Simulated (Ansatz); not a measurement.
## Electronic structure of CH10AsNSi2 (SMILES N[SiH2]C[SiH2][AsH2]) in real space

Input file:

```
crystal:
  periodic: [false, false, false]
  atoms:
    - { symbol: "N", position_ang: [0.2492, 1.471, 1.9259] }
    - { symbol: Si, position_ang: [0.163, -0.2454, 1.5842] }
    - { symbol: C, position_ang: [1.07829, -1.1936, 2.9076] }
    - { symbol: Si, position_ang: [2.83619, -0.75465, 3.00737] }
    - { symbol: As, position_ang: [3.88306, -1.49312, 0.98261] }
    - { symbol: H, position_ang: [-0.1991, 1.6664, 2.868] }
    - { symbol: H, position_ang: [1.2331, 1.7954, 1.9697] }
    - { symbol: H, position_ang: [0.74546, -0.5458, 0.31994] }
    - { symbol: H, position_ang: [-1.29013, -0.60089, 1.56933] }
    - { symbol: H, position_ang: [0.58607, -0.92807, 3.90495] }
    - { symbol: H, position_ang: [0.92311, -2.27367, 2.72996] }
    - { symbol: H, position_ang: [3.49285, -1.41094, 4.09005] }
    - { symbol: H, position_ang: [3.07346, 0.7235, 3.0443] }
    - { symbol: H, position_ang: [3.76538, -2.95862, 1.38462] }
    - { symbol: H, position_ang: [5.29568, -1.33735, 1.57866] }
basis:
  gaussian: { orbitals: def2-SVP }
hamiltonian:
  xc: hf
relax:
  f_tol: 0.015
  max_steps: 40
output:
  orbitals: {}
```

Command:

```sh
ansatz run input.yaml --threads 2 --pin off --max-ram 3072MiB --backend cpu --events-out ev --progress --plain --runs-dir out
```

The fields are those of the relaxed geometry.

These are results of RHF/def2-SVP in Ansatz, not measurements.

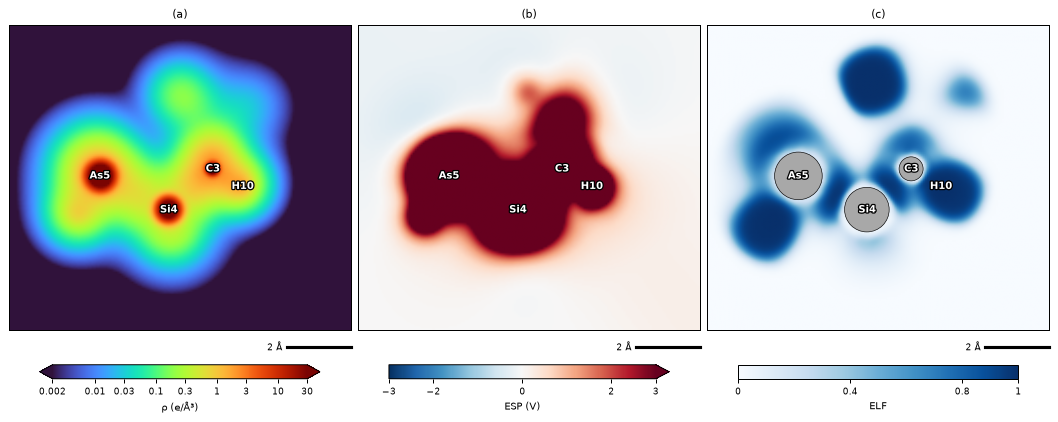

Figure 1. (a) total electron density; (b) molecular electrostatic potential; (c) ELF on the plane of atoms C3, Si4 and As5. Grey discs cover the atomic cores in the ELF map.

Q: Read the bonding off the picture.

A:
- The section cuts through C, Si, As and H sites.
- C–Si (1.89 Å): the density is about 0.96 e/Å³ at the midpoint; the ELF peaks at about 0.95 between the atoms; a shared electron pair.
- Si–As (2.39 Å): the density is about 0.65 e/Å³ at the midpoint, with its minimum of 0.58 e/Å³ about 0.8 Å from Si; the ELF peaks at about 1 between the atoms; a covalent bond.
- C–H (1.10 Å): ρ is about 1.8 e/Å³ halfway; the ELF climbs to about 1 towards the hydrogen, as it does in any bond to H: an ordinary covalent bond to hydrogen.
- The ELF also peaks beside As5, away from the bonds: lone-pair regions.
- Outside the dense part of the molecule the potential is most negative (−0.4 V) near As5.

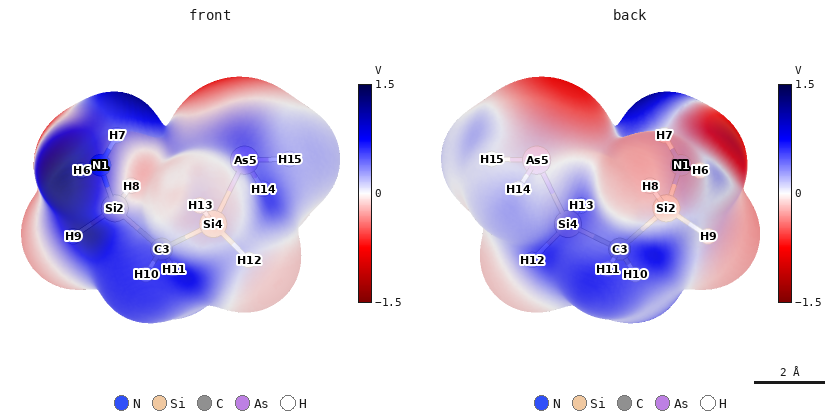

Figure 2. The molecular electrostatic potential painted on the density surface at 0.001 e/bohr³, seen from the front and from behind; red is negative and blue positive.

Q: Where is the surface potential most negative and most positive?

A: The most negative region (about −0.9 V) lies over N1, the most positive (about +1.3 V) over H6.

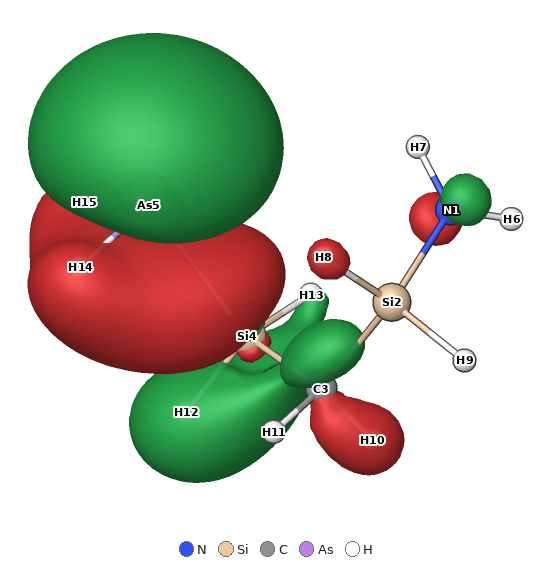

Figure 3. The HOMO at ±0.06 Å⁻³ᐟ² (green and red are the two phases), seen at an oblique angle.

Q: Describe this orbital and give its energy.

A: By Hirshfeld shares it lies mainly on As5 (about 70 %) and Si4 (about 15 %); largely a lone pair of As5. Its energy is −9.44 eV.
